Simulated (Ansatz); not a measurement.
**BaZrO3 (Pm-3m): refractive index against wavelength**

The refractive index of BaZrO3 (Pm-3m) below the direct gap (3.43 eV on the mesh) is read from one computed spectrum, n = √(Re ε).

Cell: a, b, c = 4.191, 4.191, 4.191 Å (primitive vectors), 5 atoms.

Method: Ansatz 0.2.0, PBE, independent particles, k-mesh 8×8×8 with interpolation inside its cells, Gaussian parameter 0.1 eV.

Launch of the response step: `ansatz run input.yaml --threads 4 --pin off --max-ram 8192MiB --backend cpu --events-out ev --progress --plain --runs-dir out`. The run took 14 s, on 4 threads of Arm Neoverse V2 (shared host).

```
wavelength (nm)  photon energy E (eV)       n
           1550                 0.800  2.2436
           1310                 0.946  2.2481
           1064                 1.165  2.2562
            850                 1.459  2.2703
            700                 1.771  2.2897
            633                 1.959  2.3040
            532                 2.331       ?
```

In the single-oscillator model n² − 1 = E₀E_d/(E₀² − E²), so 1/(n² − 1) = E₀/E_d − E²/(E₀E_d) is linear in E².

Working, on the rows shown:

| x = E² (eV²) | y = 1/(n² − 1) |
| --- | --- |
| 0.639837 | 0.247909 |
| 0.895757 | 0.246673 |
| 1.35784 | 0.244473 |
| 2.12762 | 0.240717 |
| 3.13716 | 0.235698 |
| 3.83641 | 0.232104 |

Means: x̄ = 1.9991, ȳ = 0.24126. Σ(x − x̄)(y − ȳ) = -0.04029, Σ(x − x̄)² = 8.164. Slope = -0.04029 / 8.164 = -0.004936; intercept = ȳ − slope · x̄ = 0.25113. Turned back into n, the line misses the rows shown by at most 0.00036.

Q: Predict the last column of the withheld row from the fit.

A: At x = 5.4314 the line gives y = 0.22432, that is 2.3362. The run gave 2.3393, so the extrapolation is off by 0.0031, 3 % of the range in the table.

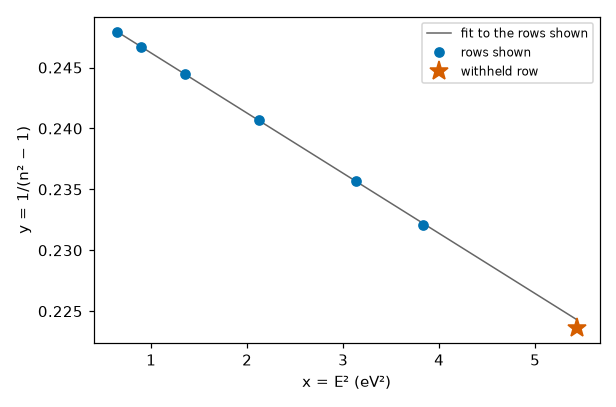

Refitted with all rows, the slope is -0.005052 and the intercept 0.25132. These give E₀ = √(intercept/−slope) = 7.05 eV and E_d = E₀/intercept = 28.1 eV; E₀ is 2.1 times the direct gap. The electronic limit at long wavelengths, without lattice vibrations, is n = √(1 + 1/intercept) = 2.231. Excitons are left out and so are local fields; PBE gaps are as a rule too small. Spin-orbit coupling is left out.

[Logs are printed without paths, hosts, clocks, repeated set-up lines and the standing remarks that a program may print on its own settings, such as how far it seeks lower states.]
